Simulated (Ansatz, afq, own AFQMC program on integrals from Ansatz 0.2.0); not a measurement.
# GeH₄O (singlet): quantum Monte Carlo beside coupled cluster at distance Ge1–O2 = 1.454 Å, 6-31G, part 2 of 2

Ansatz 0.2.0, Gaussian basis, and an in-house AFQMC program (afq) on its integrals; all values are calculated; 6-31G, frozen cores. Earlier steps stand in the parts before.

## (9) CCSDT(Q) on RHF

File in.yaml:

```yaml
crystal:
  periodic: [false, false, false]
  atoms:
    - {symbol: Ge, position_ang: [0.000000, -0.007713, 0.255359]}
    - {symbol: O, position_ang: [0.000000, 0.087695, -1.195508]}
    - {symbol: H, position_ang: [1.259685, -0.756180, 0.732781]}
    - {symbol: H, position_ang: [0.000000, 1.447646, 0.730233]}
    - {symbol: H, position_ang: [-1.259685, -0.756180, 0.732781]}
    - {symbol: H, position_ang: [0.000000, -0.771420, -1.622215]}
basis:
  gaussian: {orbitals: 6-31G}
magnetization: {spin_polarized: false}
correlation: {method: ccsdt_q, electrons: outside_noble_gas}
```

Launch:

```bash
$ ansatz run in.yaml --threads 1 --pin off --events-out ev --progress --plain --max-ram 1382MiB
```

Output, cut to the lines that bear on the results:

```text
Functional definition: HF
  name "HF"
  cite "Fock, Z. Phys. 61, 126 (1930) doi:10.1007/BF01340294"
  parent pbe
[...]
872 factors; integrals over basis functions are off by at most 1.5e-7 eV
[...]
mean field -58560.68402286 eV, -2152.0654439828 hartree, gradient 2.6e-6 eV, S^2 0.000000; 0 other end points of the search recorded, 0 dependent functions left out
15 core orbitals not correlated: weight in the atoms' cores, before any rotation towards them, 0.894 or more for the frozen orbitals, at most 0.098 for the correlated occupied ones
reference -58560.68402286 eV, -2152.0654439828 hartree; 7, 7 occupied and 24, 24 virtual orbitals, 872 factors
second order -4.80275598 eV of doubles, -0.00000000 eV of singles
cycle   1  -5.05390894 eV  change   -2.5e-1 eV  update   6.6e-2
[...]
cycle  12  -5.39071582 eV  change   -5.2e-7 eV  update   9.3e-7
perturbative correction -0.01322012 eV, -0.0004858303 hartree
Total energy: -58566.08795879 eV, -2152.2640349655 hartree
```

It took 3.6 s on 1 thread of Arm Neoverse V2, shared host.

From the report: correlation -5.4039 eV; T1 0.009; largest double amplitude 0.04.

## (10) Phaseless AFQMC, CISD trial on RHF

It reads the integrals that the CCSD(T) run on this determinant wrote.

Launch:

```bash
$ afq ham --method phaseless --trial cisd --walkers 80 --populations 1 --least-time 40 --time-step 0.005 --steps-per-block 50 --equilibration-blocks 28 --max-blocks 300 --target-error 0.00045 --factor-cut 1e-05 --seed 3684 --release-times 0.24,0.51,0.99,1.62,2.4 --release-step 0.03 --release-every 4 --taylor-order 6
```

Output:

```text
orbitals 31  electrons 7 7  factors 270 of 458
reference energy -2152.06542363 Eh
CCSD correlation -0.19519814 Eh in 9 cycles, weight of the determinant in the CISD state 0.9200
energy of the start -2152.260622 Eh
 block  time / (1/Eh)  mean weight  energy / Eh
     1     0.250  1.0012  -2152.257774
     2     0.500  1.0009  -2152.258914
     3     0.750  1.0001  -2152.259322
     4     1.000  1.0002  -2152.264206
     5     1.250  1.0023  -2152.260795
     6     1.500  1.0007  -2152.266503
     7     1.750  0.9990  -2152.262509
     8     2.000  1.0003  -2152.266284
     9     2.250  1.0013  -2152.268620
    10     2.500  1.0006  -2152.264207
    13     3.250  1.0009  -2152.266491
    17     4.250  1.0022  -2152.264532
    21     5.250  1.0035  -2152.264813
    25     6.250  0.9986  -2152.261847
    29     7.250  0.9986  -2152.261437
    33     8.250  0.9985  -2152.260080
    37     9.250  1.0003  -2152.265554
    41    10.250  1.0020  -2152.264281
    45    11.250  1.0022  -2152.261321
    49    12.250  1.0011  -2152.259815
    53    13.250  0.9993  -2152.260768
    57    14.250  1.0008  -2152.260110
    61    15.250  1.0003  -2152.262295
    65    16.250  1.0024  -2152.263356
    69    17.250  0.9974  -2152.260342
    73    18.250  0.9989  -2152.260578
    77    19.250  0.9989  -2152.262185
    81    20.250  1.0007  -2152.269612
    85    21.250  0.9997  -2152.267792
    89    22.250  1.0000  -2152.264714
    93    23.250  0.9998  -2152.263461
    97    24.250  1.0026  -2152.265086
   101    25.250  1.0010  -2152.267416
   105    26.250  1.0008  -2152.261807
   109    27.250  0.9984  -2152.268213
   113    28.250  0.9986  -2152.266037
   117    29.250  1.0009  -2152.262234
   121    30.250  1.0022  -2152.264205
   125    31.250  1.0012  -2152.269728
   129    32.250  0.9996  -2152.264858
   133    33.250  1.0003  -2152.263440
   137    34.250  1.0016  -2152.263296
   141    35.250  1.0011  -2152.262244
   145    36.250  1.0026  -2152.264260
   149    37.250  0.9992  -2152.260924
   153    38.250  1.0013  -2152.264162
   157    39.250  1.0006  -2152.264546
   161    40.250  1.0010  -2152.261819
   165    41.250  1.0004  -2152.259979
   169    42.250  1.0008  -2152.268172
   173    43.250  1.0008  -2152.264989
   177    44.250  1.0009  -2152.263652
   181    45.250  0.9993  -2152.263172
   185    46.250  1.0005  -2152.262023
blocks merged  error / Eh  count
     1  0.000245  160
     2  0.000271  80
     4  0.000324  40
     8  0.000329  20
    16  0.000444  10
released: time / (1/Eh)  energy / Eh  error  mean overlap
  0.24  -2152.264047  0.000374  0.9937
  0.51  -2152.264564  0.000296  0.9928
  0.99  -2152.264117  0.000321  1.0039
  1.62  -2152.264041  0.000442  0.9999
  2.40  -2152.264298  0.000399  1.0000
energy -2152.264051 +/- 0.000329 Eh
```

It took 2.2 min on 1 thread of Arm Neoverse V2, shared host.

Energy -58566.0884 ± 0.0089 eV. Caveats: constraint bias not in the error.

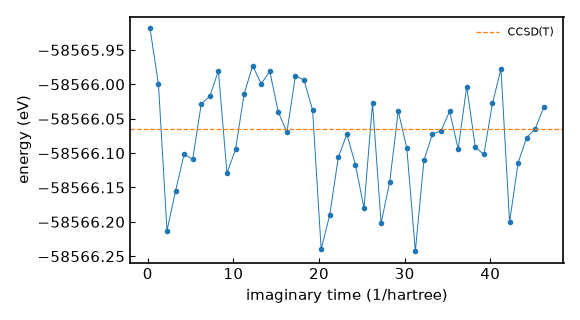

Block energies along the walk.

## (11) Phaseless AFQMC, single-determinant trial on RHF

It reads the integrals that the CCSD(T) run on this determinant wrote.

Launch:

```bash
$ afq ham --method phaseless --trial hf --walkers 160 --populations 1 --least-time 40 --time-step 0.005 --steps-per-block 20 --equilibration-blocks 112 --max-blocks 600 --target-error 0.00135 --factor-cut 1e-05 --seed 3752 --taylor-order 6
```

Output:

```text
orbitals 31  electrons 7 7  factors 270 of 458
reference energy -2152.06542363 Eh
CCSD correlation -0.19519814 Eh in 9 cycles, weight of the determinant in the CISD state 0.9200
energy of the start -2152.065423 Eh
 block  time / (1/Eh)  mean weight  energy / Eh
     1     0.100  0.9998  -2152.115272
     2     0.200  1.0012  -2152.143981
     3     0.300  1.0022  -2152.165108
     4     0.400  1.0013  -2152.181650
     5     0.500  1.0018  -2152.211059
     6     0.600  1.0021  -2152.221453
     7     0.700  1.0012  -2152.220318
     8     0.800  1.0016  -2152.236585
     9     0.900  1.0005  -2152.222215
    10     1.000  1.0020  -2152.230531
    18     1.800  1.0004  -2152.272308
    35     3.500  1.0002  -2152.300868
    52     5.200  1.0009  -2152.260743
    69     6.900  1.0008  -2152.280212
    86     8.600  1.0015  -2152.248923
   103    10.300  0.9998  -2152.240533
   120    12.000  1.0009  -2152.280056
   137    13.700  0.9995  -2152.264223
   154    15.400  1.0002  -2152.261771
   171    17.100  0.9996  -2152.286139
   188    18.800  0.9991  -2152.323431
   205    20.500  0.9984  -2152.274944
   222    22.200  0.9999  -2152.260193
   239    23.900  0.9975  -2152.225145
   256    25.600  1.0007  -2152.246671
   273    27.300  1.0002  -2152.255128
   290    29.000  1.0003  -2152.265989
   307    30.700  0.9992  -2152.244111
   324    32.400  1.0006  -2152.311329
   341    34.100  0.9992  -2152.274139
   358    35.800  1.0006  -2152.275869
   375    37.500  1.0006  -2152.265652
   392    39.200  0.9999  -2152.262484
   409    40.900  1.0006  -2152.239701
   426    42.600  0.9993  -2152.257942
   443    44.300  1.0005  -2152.237666
   460    46.000  1.0006  -2152.250058
   477    47.700  1.0016  -2152.330115
   494    49.400  0.9990  -2152.233285
   511    51.100  0.9995  -2152.239597
   528    52.800  0.9980  -2152.275169
   545    54.500  0.9994  -2152.225157
   562    56.200  0.9992  -2152.267249
   579    57.900  1.0009  -2152.266932
   596    59.600  0.9994  -2152.289372
   613    61.300  0.9994  -2152.277856
   630    63.000  0.9988  -2152.286843
   647    64.700  0.9989  -2152.270197
   664    66.400  1.0001  -2152.250255
   681    68.100  1.0006  -2152.280001
   698    69.800  0.9997  -2152.290807
blocks merged  error / Eh  count
     1  0.000834  600
     2  0.001106  300
     4  0.001428  150
     8  0.001794  75
    16  0.002246  37
    32  0.002733  18
    64  0.003336  9
energy -2152.265162 +/- 0.002733 Eh
```

Run time: 2.9 min. Hardware: 1 thread of Arm Neoverse V2, shared host.

Energy -58566.1186 ± 0.0744 eV. Caveats: constraint bias not in the error; error above the target. The error still grows with block length (0.0611 to 0.0908 eV), so the bar may be too small.

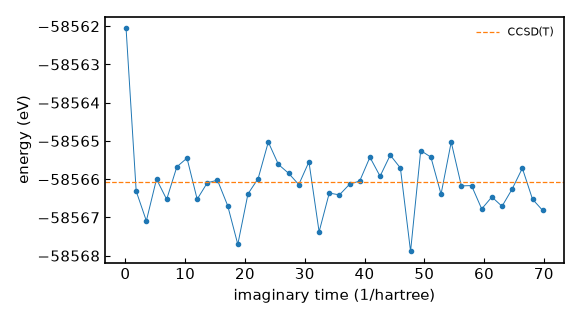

Block energies along the walk.

## (12) Free-projection AFQMC, CISD trial on RHF

It reads the integrals that the CCSD(T) run on this determinant wrote.

Launch:

```bash
$ afq ham --method free --trial cisd --walkers 80 --time-step 0.03 --max-blocks 80 --target-error 0.00045 --factor-cut 1e-05 --seed 6957 --times 0,0.21,0.42,0.81,1.2,1.8,2.4,3 --taylor-order 8
```

Output:

```text
orbitals 31  electrons 7 7  factors 270 of 458
reference energy -2152.06542363 Eh
CCSD correlation -0.19519814 Eh in 9 cycles, weight of the determinant in the CISD state 0.9200
repeat  energy at the last time / Eh  error
    10  -2152.264067  0.000871
    20  -2152.264273  0.000528
    30  -2152.264444  0.000504
    40  -2152.264502  0.000432
time / (1/Eh)  energy / Eh  error  mean overlap
  0.00  -2152.260283  0.000426  1.0875
  0.21  -2152.262470  0.000303  1.0736
  0.42  -2152.263169  0.000306  1.0734
  0.81  -2152.263727  0.000315  1.0644
  1.20  -2152.264128  0.000303  1.0706
  1.80  -2152.264171  0.000338  1.0665
  2.40  -2152.264802  0.000444  1.0456
  3.00  -2152.264464  0.000424  1.0447
energy -2152.264464 +/- 0.000424 Eh
```

Run time: 59 s. Hardware: 1 thread of Arm Neoverse V2, shared host.

Energy -58566.0996 ± 0.0116 eV. Caveats: remainder of the start not in the error.

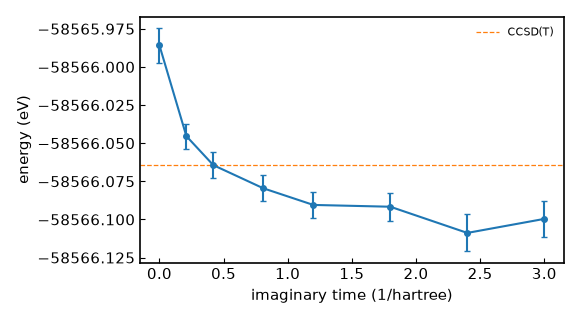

Energy against projection time, with error bars.

## (13) UHF

in.yaml: that of step 9 with these lines changed.

```diff
@@ -11,3 +11,4 @@
   gaussian: {orbitals: 6-31G}
-magnetization: {spin_polarized: false}
-correlation: {method: ccsdt_q, electrons: outside_noble_gas}
+magnetization: {spin_polarized: true, initial_magnetization: 0}
+hamiltonian: {xc: hf}
+output: {orbitals: {seedname: orbitals}}
```

Launch:

```bash
$ ansatz run in.yaml --threads 1 --pin off --events-out ev --progress --plain --max-ram 1382MiB
```

Output:

```text
Functional definition: HF
  name "HF"
  cite "Fock, Z. Phys. 61, 126 (1930) doi:10.1007/BF01340294"
  parent pbe
  exchange = exact_x
  correlation = 0
458 factors; integrals over basis functions are off by at most 3.8e-4 eV
mean field evaluation 1: about -58558.6305 eV, gradient 2.3e1 eV
mean field evaluation 2: about -58558.6408 eV, gradient 2.3e1 eV
mean field evaluation 4: about -58560.6725 eV, gradient 1.2e0 eV
mean field evaluation 8: about -58560.6835 eV, gradient 8.3e-4 eV
mean field -58560.68346907 eV, -2152.0654236313 hartree, gradient 1.1e-5 eV, S^2 0.000000; 0 other end points of the search recorded, 0 dependent functions left out
reference -58560.68346907 eV, -2152.0654236313 hartree; 22, 22 occupied and 24, 24 virtual orbitals, 458 factors
Total energy: -58560.68346907 eV, -2152.0654236313 hartree
```

Wall time 0.48 s (1 thread of Arm Neoverse V2, shared host).

From the report: ⟨S²⟩ of the determinant 0.000 (pure singlet: 0.00).

## (14) AFQMC on the ladder

On the RHF determinant, counted from CCSD(T) (a yardstick, not exact):

```
                                                             level  energy (eV)  from CCSD(T) (kcal/mol)  statistical error (kcal/mol)     time
                                                                HF  -58560.6835                  +124.09                                       
                                                               MP2  -58565.4861                   +13.34                                       
                                                              CCSD  -58565.9951                    +1.60                                       
                                                           CCSD(T)  -58566.0646                     0.00                                       
               Phaseless AFQMC, CISD trial, step 0.005, 80 walkers  -58566.0884                    -0.55                          0.21  2.2 min
Phaseless AFQMC, single-determinant trial, step 0.005, 160 walkers  -58566.1186                    -1.25                          1.72  2.9 min
          Free-projection AFQMC, CISD trial, step 0.03, 80 walkers  -58566.0996                    -0.81                          0.27     59 s
```

The functionals' totals stand on their own zeros and serve differences with other points: PBE -58605.778 eV; r2SCAN -58615.409 eV; PBE0 -58607.602 eV; B3LYP -58618.322 eV; wB97M-V -58612.821 eV; B2PLYP -58602.669 eV.

## (15) Results

The summary covers parts 1 to 2.

| quantity | value |
| --- | --- |
| Phaseless AFQMC, CISD trial on RHF from CCSD(T) | -0.55 ± 0.21 kcal/mol |
| Phaseless AFQMC, single-determinant trial on RHF from CCSD(T) | -1.25 ± 1.72 kcal/mol |
| Free-projection AFQMC, CISD trial on RHF from CCSD(T) | -0.81 ± 0.27 kcal/mol |

In words: On RHF the phaseless walk with the CISD trial lies -0.55 kcal/mol from CCSD(T), within three error bars. Free projection has no constraint; at the last time it gives -0.81 ± 0.27 kcal/mol. Error bars are statistical and leave out the constraint, the time step and what remains of the start.
